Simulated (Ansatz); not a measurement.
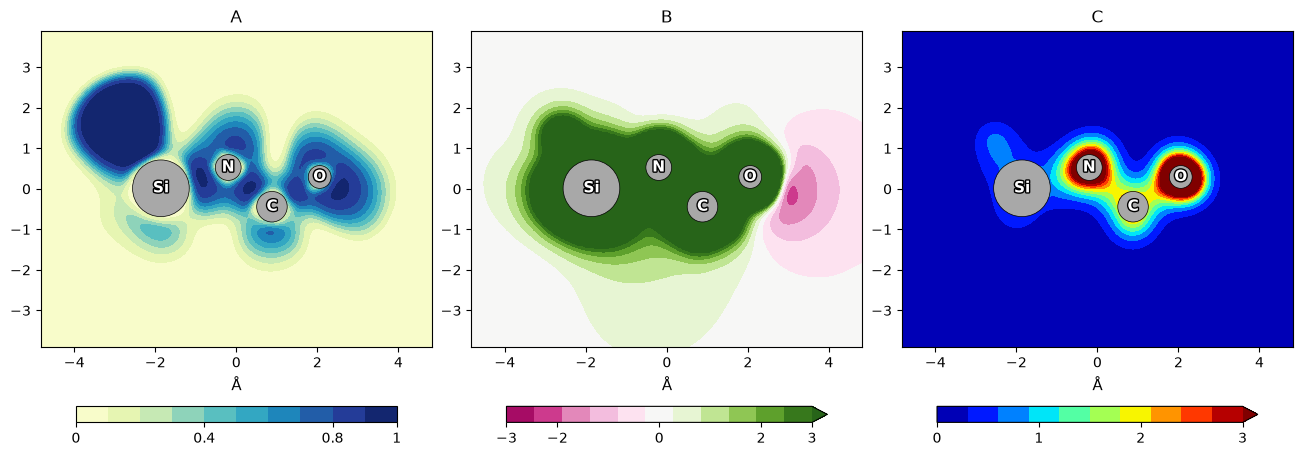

CH$_{7}$NOSSi (SMILES OCN[SiH2]S): 3 fields on the plane of atoms O1, C2 and N3, with unlabelled colour scales. Grey discs cover the atomic cores.

Method: SCF B3LYP, Gaussian basis in Ansatz 0.2.0.

### The panels show electron density, electron localisation function and electrostatic potential in some order. Assign them.

Panel A: electron localisation function. Panel B: electrostatic potential (strongly positive close to the atoms, with negative regions outside electron-rich atoms). Panel C: electron density. From the grid: C–O (1.39 Å): ρ is about 2.2 e/Å³ halfway, with its minimum of 1.9 e/Å³ about 0.5 Å from C; the ELF peaks at about 0.90 between the atoms (a polar covalent bond). C–N (1.45 Å): ρ is about 2 e/Å³ halfway; the ELF peaks at about 0.90 between the atoms, as expected for localised, covalent bonding.
